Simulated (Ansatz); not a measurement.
The calculation's input:

```
crystal:
  periodic: [false, false, false]
  atoms:
    - {symbol: Si, position_ang: [-0.791108, 0.859121, 0.109036]}
    - {symbol: O, position_ang: [1.652870, -1.027181, -0.039541]}
    - {symbol: Cl, position_ang: [-0.896903, 0.171641, -1.806634]}
    - {symbol: Cl, position_ang: [-2.163813, 2.354186, 0.299895]}
    - {symbol: Cl, position_ang: [-1.317305, -0.624200, 1.403834]}
    - {symbol: H, position_ang: [1.398835, -1.745759, 0.544865]}
    - {symbol: H, position_ang: [0.533848, 1.398300, 0.416127]}
    - {symbol: H, position_ang: [1.583577, -1.386107, -0.927682]}
basis:
  gaussian: {orbitals: def2-TZVPP}
hamiltonian: {xc: pbe0, dispersion: d4}
output: {orbitals: {seedname: orbitals}}
```

Command:

```sh
ansatz run in.yaml --threads 8 --pin off --events-out ev --progress --plain --max-ram 19148MiB
```

The product side of a reaction path; geometry: PBE0-D4/def2-TZVP.

Level of theory: RKS PBE0-D4/def2-TZVPP (Ansatz).

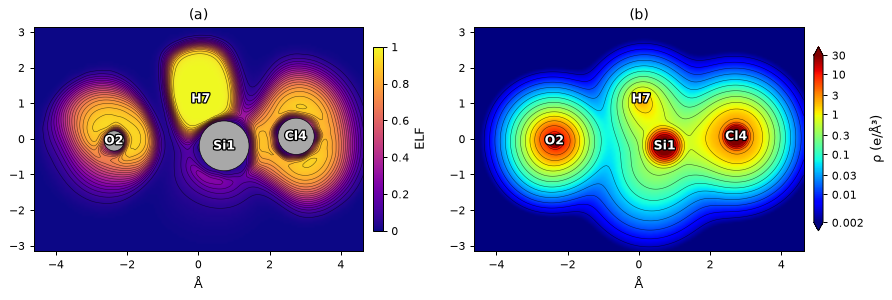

Cl3HSi···H2O. (a) electron localisation function; (b) electron density on the plane of atoms Cl4, Si1 and H7. Grey discs cover the atomic cores in the ELF map.

Describe what can be read from this map.

The plane passes through Si, O, Cl and H nuclei.
Si1···O2 (3.09 Å): the density falls to about 0.07 e/Å³ on the way; the ELF dips to about 0.05 between them.
Si–Cl (2.04 Å): ρ is about 0.94 e/Å³ halfway; the ELF peaks at about 0.85 between the atoms: a polar covalent bond.
Si–H (1.46 Å): ρ is about 0.88 e/Å³ halfway; the ELF climbs to about 1 towards the hydrogen, as it does in any bond to H.
The ELF also peaks beside Cl4 and O2, away from the bonds: lone-pair regions.
